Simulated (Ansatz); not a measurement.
The calculation's input:

```
crystal:
  periodic: [false, false, false]
  atoms:
    - { symbol: C, position_ang: [-2.19105372, 3.2762751, -0.30606503] }
    - { symbol: C, position_ang: [-3.14815493, 2.23214612, -0.29766759] }
    - { symbol: C, position_ang: [-2.69648741, 0.90441999, -0.19424818] }
    - { symbol: C, position_ang: [-3.63473218, -0.14395865, -0.17250378] }
    - { symbol: C, position_ang: [-3.20588682, -1.43925427, -0.08144966] }
    - { symbol: C, position_ang: [-1.85935677, -1.7738036, -0.00831477] }
    - { symbol: C, position_ang: [-1.42814633, -3.11083068, 0.09517953] }
    - { symbol: C, position_ang: [-0.0852565, -3.39728852, 0.19826716] }
    - { symbol: C, position_ang: [0.87150215, -2.40648993, 0.19296245] }
    - { symbol: C, position_ang: [2.23890487, -2.72169836, 0.27362969] }
    - { symbol: C, position_ang: [3.20841056, -1.68587889, 0.25433877] }
    - { symbol: C, position_ang: [2.81760583, -0.36983766, 0.14409917] }
    - { symbol: C, position_ang: [3.79121208, 0.62701124, 0.17174978] }
    - { symbol: C, position_ang: [3.43235086, 1.95479715, 0.06960675] }
    - { symbol: C, position_ang: [2.08119729, 2.29860859, -0.0333065] }
    - { symbol: C, position_ang: [1.04506406, 1.33766118, -0.02397286] }
    - { symbol: C, position_ang: [-0.36914258, 1.66593238, -0.10582817] }
    - { symbol: C, position_ang: [-0.83641202, 3.00254187, -0.20834609] }
    - { symbol: C, position_ang: [-1.29154457, 0.61116699, -0.09609167] }
    - { symbol: C, position_ang: [-0.9120889, -0.73355885, -0.02298472] }
    - { symbol: C, position_ang: [0.49011148, -1.03075262, 0.08426585] }
    - { symbol: C, position_ang: [1.46653645, -0.01958728, 0.07770617] }
    - { symbol: H, position_ang: [-2.54669054, 4.29082805, -0.38073053] }
    - { symbol: H, position_ang: [-4.16974022, 2.45948069, -0.35407662] }
    - { symbol: H, position_ang: [-4.69658507, 0.09770627, -0.24435212] }
    - { symbol: H, position_ang: [-3.95909784, -2.23647837, -0.07241913] }
    - { symbol: H, position_ang: [-2.17882764, -3.89499337, 0.10293331] }
    - { symbol: H, position_ang: [0.21312563, -4.45043923, 0.26411088] }
    - { symbol: H, position_ang: [2.56765063, -3.73716118, 0.35337896] }
    - { symbol: H, position_ang: [4.24176343, -2.01151738, 0.32796159] }
    - { symbol: H, position_ang: [4.84994921, 0.37932583, 0.22071004] }
    - { symbol: H, position_ang: [4.19849295, 2.74116292, 0.05615546] }
    - { symbol: H, position_ang: [1.86481072, 3.36703563, -0.10433206] }
    - { symbol: H, position_ang: [-0.15004851, 3.85225286, -0.24741537] }
basis:
  gaussian: { orbitals: def2-SVP }
hamiltonian:
  xc: { name: B3LYP }
relax:
  f_tol: 0.015
  max_steps: 80
output:
  orbitals: {}
```

Command:

```sh
ansatz run input.yaml --threads 8 --pin off --max-ram 20480MiB --backend cpu --events-out ev --progress --plain --runs-dir out
```

The fields are those of the relaxed geometry.

Level of theory: DFT custom functional, Gaussian basis def2-SVP (Ansatz 0.2.0).

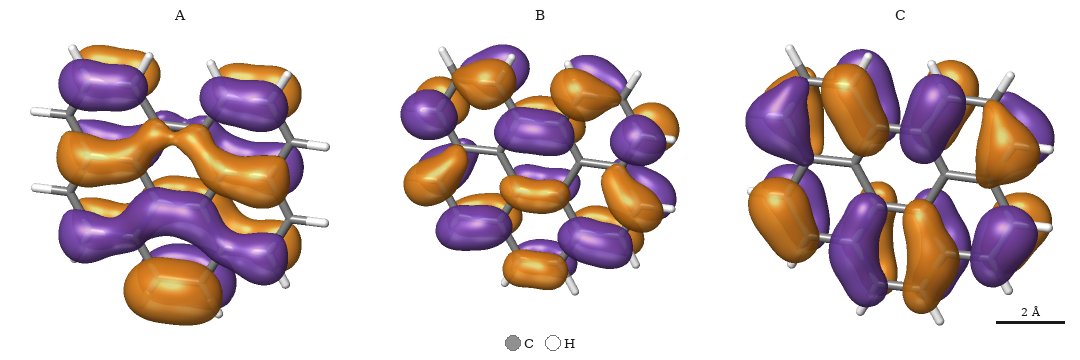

C22H12 (bghi). Three frontier orbitals at ±0.06 Å⁻³ᐟ² (orange and purple are the two phases), in no order.

Question: Which picture is the HOMO−1, the HOMO and the LUMO?

Answer: A is the HOMO−1 (−6.11 eV). No atom holds more than about 15 % of it (Hirshfeld); by element the shares are C 95 % and H 5 %; it changes sign across the molecular plane (π type); π-bonding across C7–C8. C is the HOMO (−5.45 eV). Its weight (Hirshfeld) is mainly on C2 (about 10 %), C13 (about 10 %), C11 (about 5 %), C4 (about 5 %), C15 (about 5 %) and C18 (about 5 %); it changes sign across the molecular plane (π type). B is the LUMO (−1.95 eV). No atom holds more than about 10 % of it (Hirshfeld); by element the shares are C 95 % and H 5 %; it changes sign across the molecular plane (π type).

Question: What is the HOMO–LUMO gap?

Answer: 3.50 eV between the orbital energies.
